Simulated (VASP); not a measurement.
## Electronic structure of PtI2Cl6 in real space

```
Pt I Cl
1.0
    10.17545    0.00000    0.00000
     0.00000   10.17545    0.00000
     0.00000    0.00000   10.17545
Pt I Cl
4 8 24
Direct
  0.00000 0.00000 0.00000
  0.50000 0.50000 0.00000
  0.50000 0.00000 0.50000
  0.00000 0.50000 0.50000
  0.25000 0.25000 0.25000
  0.75000 0.75000 0.25000
  0.75000 0.25000 0.75000
  0.25000 0.75000 0.75000
  0.75000 0.25000 0.25000
  0.25000 0.75000 0.25000
  0.25000 0.25000 0.75000
  0.75000 0.75000 0.75000
  0.23000 0.00000 0.00000
  0.73000 0.50000 0.00000
  0.73000 0.00000 0.50000
  0.23000 0.50000 0.50000
  0.00000 0.23000 0.00000
  0.50000 0.73000 0.00000
  0.50000 0.23000 0.50000
  0.00000 0.73000 0.50000
  0.77000 0.00000 0.00000
  0.27000 0.50000 0.00000
  0.27000 0.00000 0.50000
  0.77000 0.50000 0.50000
  0.50000 0.27000 0.00000
  0.00000 0.77000 0.00000
  0.00000 0.27000 0.50000
  0.50000 0.77000 0.50000
  0.00000 0.00000 0.23000
  0.50000 0.50000 0.23000
  0.50000 0.00000 0.73000
  0.00000 0.50000 0.73000
  0.50000 0.00000 0.27000
  0.00000 0.50000 0.27000
  0.00000 0.00000 0.77000
  0.50000 0.50000 0.77000
```

Space group Fm-3m; a generated structure, not necessarily the stable one.

These are results of Kohn-Sham DFT of a periodic cell, PBE, VASP PAW PBE potentials, recommended (VASP), not measurements.

The density is the valence pseudo-density of a PAW calculation; it isn't the true density close to the nuclei.

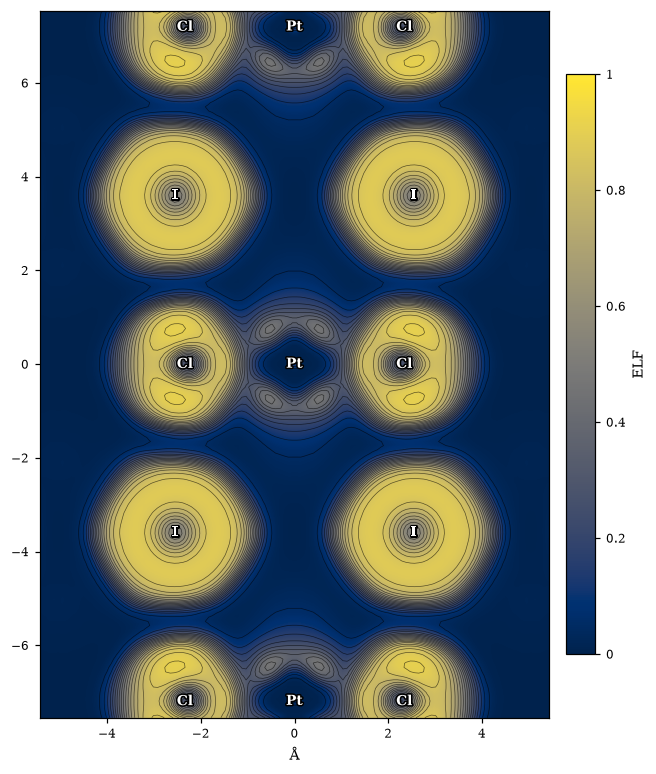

Figure 1. Electron localisation function on the (110) plane of the conventional cell.

> Describe what can be read from this map.

The plane passes through Pt, I and Cl nuclei. Pt–Cl (2.34 Å): the ELF peaks at about 0.80 in the valence shell of Cl, 0.8 Å from its nucleus, and is about 0.50 at the midpoint. I–Cl (3.60 Å): the ELF is about 0.10 at the midpoint (no shared electron pair shows on this line).

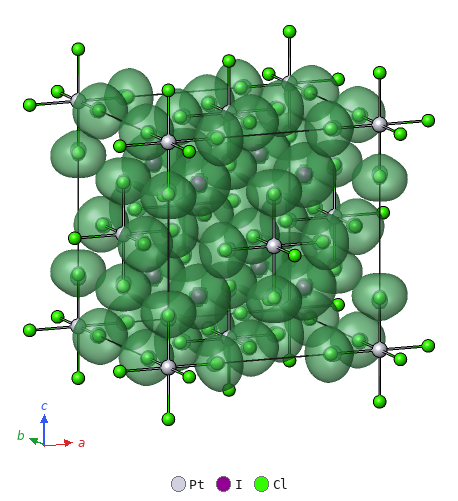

Figure 2. Isosurface of the ELF at 0.7 (green), seen slightly off an axis. Only the valence region is drawn (cores and ρ < 0.01 e/Å³ removed). Sticks mark near contacts.

> What do the ELF domains correspond to?

The surface consists of 24 regions wrapped around Cl (the valence shell of each) and eight regions wrapped around I (the valence shell of each), counted in one cell of 36 atoms. Regions shared between cells count once.
